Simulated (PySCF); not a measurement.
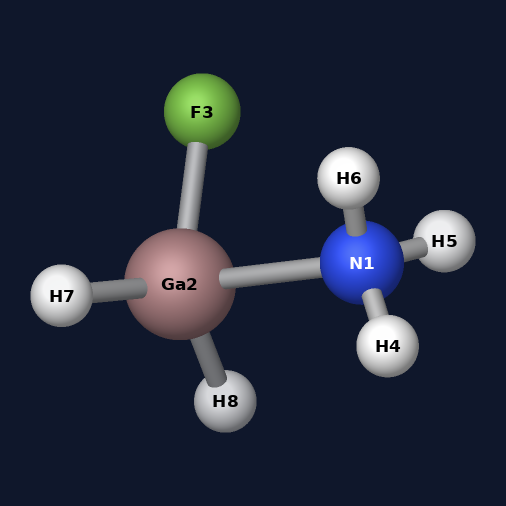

The computed structure is the end point of a PBE0-D3(BJ)/def2-SVP optimisation. No frequency run is at hand to confirm it as a minimum. Method: delta-SCF UKS B3LYP, pcX-2 on the ionised atom, pcseg-1 elsewhere, spin-free X2C (PySCF 2.14.0).

Give the core-electron binding energies (to vacuum) of N1 1s, F3 1s.

```json
{"atom": "N1", "level": "1s", "binding energy (eV)": "407.6"}
{"atom": "F3", "level": "1s", "binding energy (eV)": "689.4"}
```
